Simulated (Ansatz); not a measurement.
**Run report: CuF₂, single-point calculation**

- system: CuF₂, multiplicity 2
- method: UKS PBE0-D4/def2-TZVP (Ansatz 0.2.0)

The geometry comes from this level: PBE-D4/def2-TZVP.

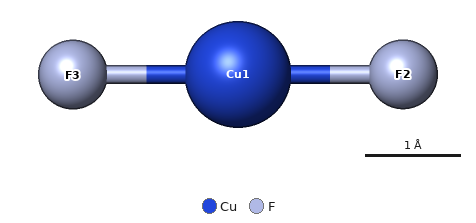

**Figure 1.** The structure as given in the input (ball-and-stick view, seen at a tilt; atoms are numbered from 1 in the order of the input). Sticks mark near contacts. Bond lengths as drawn: Cu–F 1.74 Å.

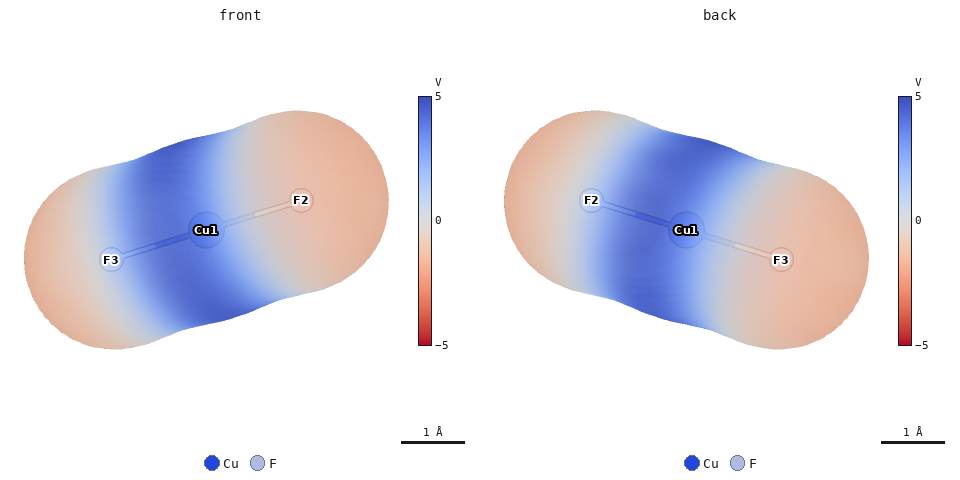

**Figure 2.** The molecular electrostatic potential painted on the density surface at 0.004 e/bohr³, seen at a tilt and from behind; the colour scale runs from red (negative) to blue (positive).

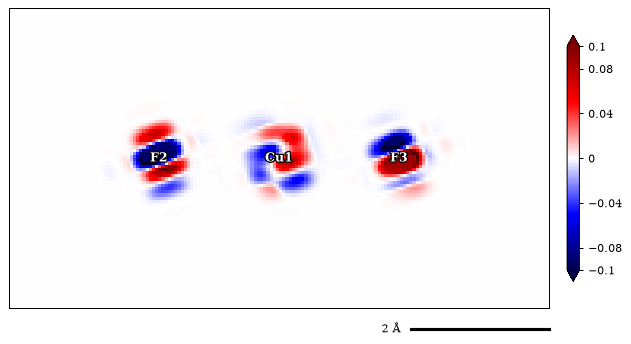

**Figure 3.** The HOMO (β) on a plane that holds the molecular axis (values in Å⁻³ᐟ²; the overall sign is arbitrary). Its energy is −10.04 eV.

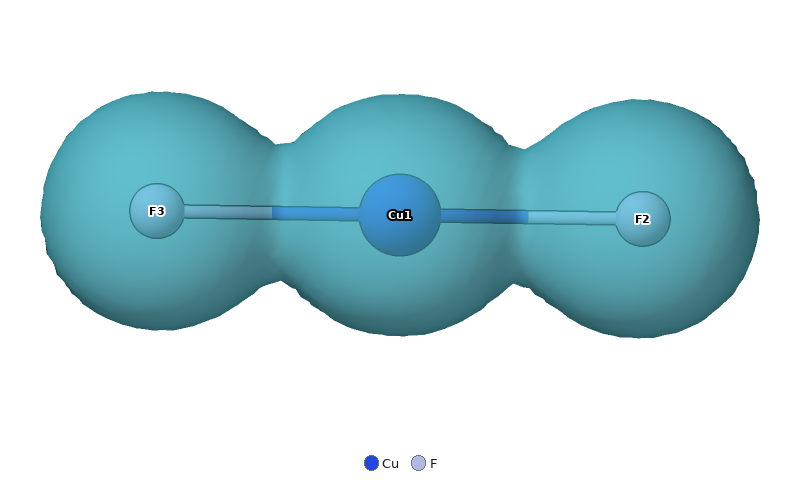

**Figure 4.** Isosurface of the total electron density at 0.5 e/Å³ (cyan), seen from the side. At this value the surface is in one piece. On the grid the lowest density along these lines, outside the cores, is 0.89 e/Å³ (Cu–F, 1.74 Å).

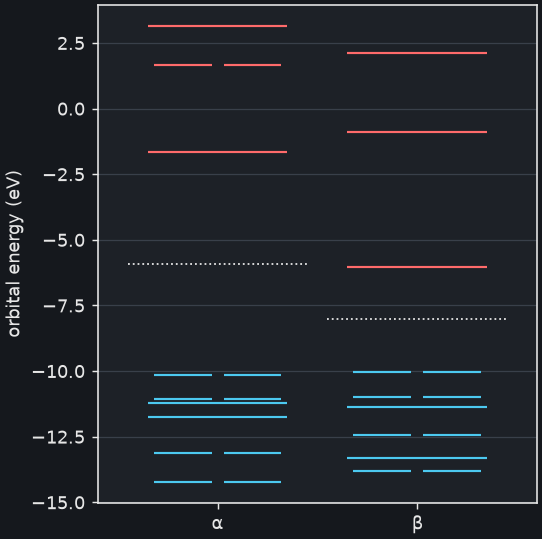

**Figure 5.** Orbital energies near the frontier for α and β spins; the dotted line parts filled from empty levels, and levels within 0.02 eV of each other stand side by side. α: highest filled −10.16 eV, lowest empty −1.67 eV, 8.49 eV apart; β: highest filled −10.04 eV, lowest empty −6.02 eV, 4.02 eV apart.

These pictures come from the run below.

**Input**
```yaml
crystal:
  periodic: [false, false, false]
  atoms:
    - {symbol: Cu, position_ang: [0.000083, 0.000051, -0.000119]}
    - {symbol: F, position_ang: [-0.347487, 1.637384, 0.466690]}
    - {symbol: F, position_ang: [0.347404, -1.637435, -0.466571]}
basis:
  gaussian: {orbitals: def2-TZVP, initial_orbitals: start.molden}
magnetization: {spin_polarized: true, initial_magnetization: 1}
hamiltonian: {xc: pbe0, dispersion: d4}
output: {orbitals: {seedname: orbitals}}
```

Launched with:
```bash
ansatz run in.yaml --threads 4 --pin off --events-out ev --progress --plain --max-ram 3916MiB
```

**The program's output**
```
Functional definition: PBE0
  name "PBE0"
  cite "Adamo & Barone, J. Chem. Phys. 110, 6158 (1999) doi:10.1063/1.478522"
  cite "Perdew, Burke & Ernzerhof, Phys. Rev. Lett. 77, 3865 (1996) doi:10.1103/PhysRevLett.77.3865"
  parent pbe
  parameter a = 0.25
  parameter kappa = 0.804
  parameter beta = 0.06672455060314922
  exchange = (1 - a)*pbe_x(kappa = kappa, mu = beta*pi^2/3) + a*exact_x
  correlation = pbe_c(beta = beta)
854 factors; their error is unknown
mean field evaluation 1: about -50064.7881 eV, gradient 7.6e0 eV
mean field evaluation 2: about -50065.0807 eV, gradient 4.9e-1 eV
mean field evaluation 4: about -50065.1475 eV, gradient 7.4e-2 eV
mean field evaluation 8: about -50065.1475 eV, gradient 2.6e-5 eV
mean field evaluation 16: about -50065.3788 eV, gradient 1.2e-1 eV
mean field evaluation 32: about -50065.3206 eV, gradient 3.8e-1 eV
mean field -50065.37797894 eV, -1839.8687051942 hartree, gradient 5.1e-6 eV, S^2 0.752653; 6 other end points of the search recorded, 0 dependent functions left out
reference -50065.37801949 eV, -1839.8687066840 hartree; 24, 23 occupied and 83, 84 virtual orbitals, 854 factors
Total energy: -50065.40221917 eV, -1839.8695960059 hartree
```

**Key numbers**

- outcome: converged
- total energy: −50065.4022 eV
- mean-field energy: −50065.3780 eV
- dispersion energy: −0.0242 eV
- ⟨S²⟩: 0.753
- SCF solution under orbital rotations: stable
- HOMO (either spin): −10.04 eV
- LUMO (either spin): −6.02 eV
- hardware: 4 threads of Arm Neoverse V2, 23 GiB of memory available, shared host
- wall time: 5.5 s (CPU time 20 s)
- peak memory: 0.32 GiB
